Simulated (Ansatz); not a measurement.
**SiH₄···H (doublet): density, localisation and related maps**

Input file:

```
crystal:
  periodic: [false, false, false]
  atoms:
    - { symbol: Si, position_ang: [0.000284, 0.0, -0.063685] }
    - { symbol: H, position_ang: [0.00013, 0.0, 1.416262] }
    - { symbol: H, position_ang: [1.41581, 0.0, -0.569703] }
    - { symbol: H, position_ang: [-0.707391, 1.225836, -0.569944] }
    - { symbol: H, position_ang: [-0.707391, -1.225836, -0.569944] }
    - { symbol: H, position_ang: [-4.2e-05, 0.0, 3.278416] }
magnetization:
  spin_polarized: true
  initial_magnetization: 1
basis:
  gaussian: { orbitals: def2-SVP }
hamiltonian:
  xc: pbe
  dispersion: d4
relax:
  f_tol: 0.03
  max_steps: 50
output:
  orbitals: {}
```

Command:

```sh
ansatz run input.yaml --threads 1 --pin off --max-ram 2048MiB --backend cpu --events-out ev --progress --plain --runs-dir out
```

The fields are those of the relaxed geometry.

Computed with UKS PBE-D4/def2-SVP in Ansatz 0.2.0.

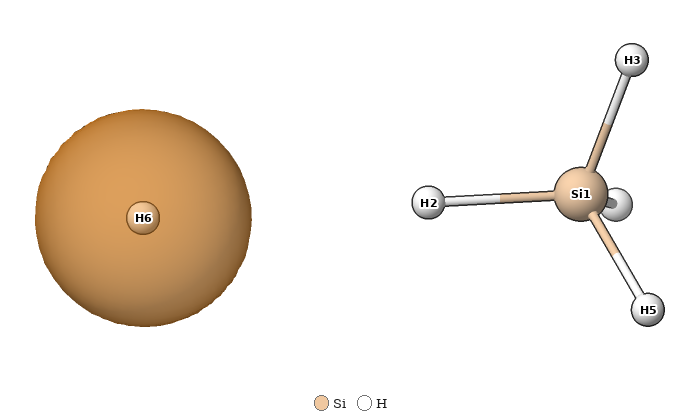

Figure 1. Isosurfaces of the spin density (α minus β) at +0.04 (orange) and −0.04 e/Å³ (purple), seen at a tilt.

Which atoms carry the spin?

Answer. The unpaired spin (1 electron) lies mostly on H6 (about 1.0), in electrons by Hirshfeld's partition. Only one sign reaches the isovalue.

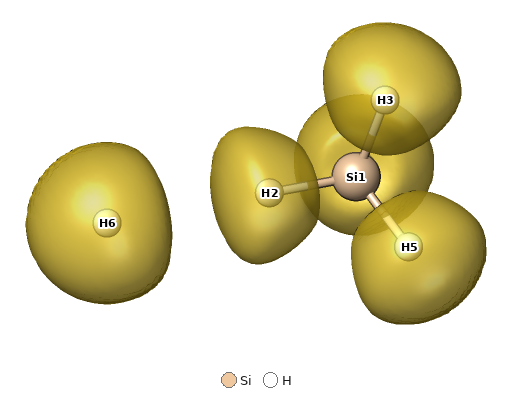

Figure 2. Isosurface of the ELF at 0.8 (yellow), seen at a tilt. Core shells and regions of very low density are left out.

Identify the bonds, lone pairs and shells in this picture.

Answer. The ELF exceeds this value in five regions around hydrogen nuclei.


Si–H (1.50 Å): the ELF climbs to about 1 towards the hydrogen, as it does in any bond to H.

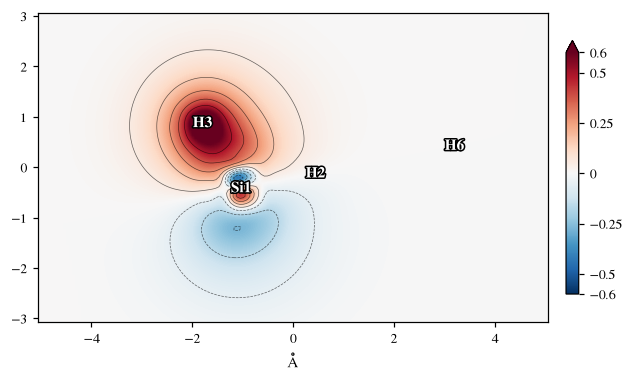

Figure 3. The HOMO (β) on the plane of atoms H2, Si1 and H3 (values in Å⁻³ᐟ²; the overall sign is arbitrary).

What is the character of this orbital?

Answer. By Hirshfeld shares it lies mainly on Si1 (about 45 %), H3 (about 35 %), H4 (about 10 %) and H5 (about 10 %). It is one of a degenerate set, so its orientation is arbitrary. Its energy is −8.44 eV.

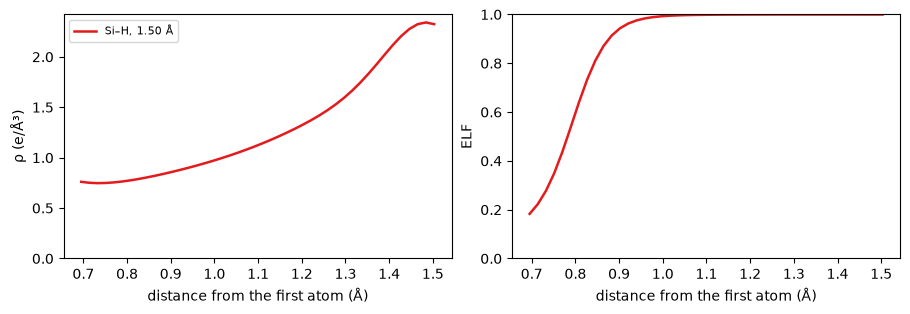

Figure 4. Total electron density and ELF along straight lines between neighbouring atoms. The curves leave out the atomic cores.

What can be read from the curves?

Answer. Si–H (1.50 Å): the density is about 0.75 e/Å³ at the midpoint; the ELF climbs to about 1 towards the hydrogen.
